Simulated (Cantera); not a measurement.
A closed system holds: 1 mol MgO, 0.57 mol NF3, 11 mol O2, equilibrated at 0.0130 bar.

Cantera equilibrium calculation (NASA polynomials, part measured and part estimated; ideal gas, pure solids and liquids). Candidate condensed phases: Mg, MgF2, MgO; 24 gas species. Mutual solubility and eutectic melting of coexisting phases are not modelled. The numbers say what is thermodynamically allowed, not how fast it happens.

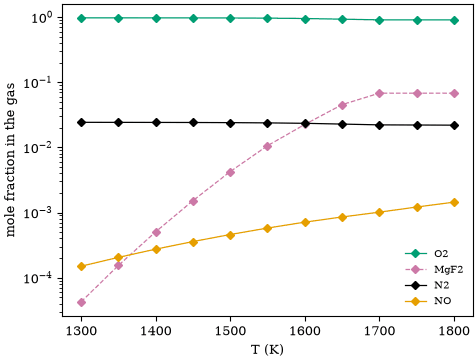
Equilibrium gas composition (values under 1e-9 drawn at 1e-9)

From 1300 K to 1500 K the condensed part is MgF2(s) + MgO(s). From 1550 K to 1650 K the condensed part is MgF2(l) + MgO(s). From 1700 K to 1800 K the condensed part is MgO(s). The main Mg-bearing gas is MgF2 throughout.
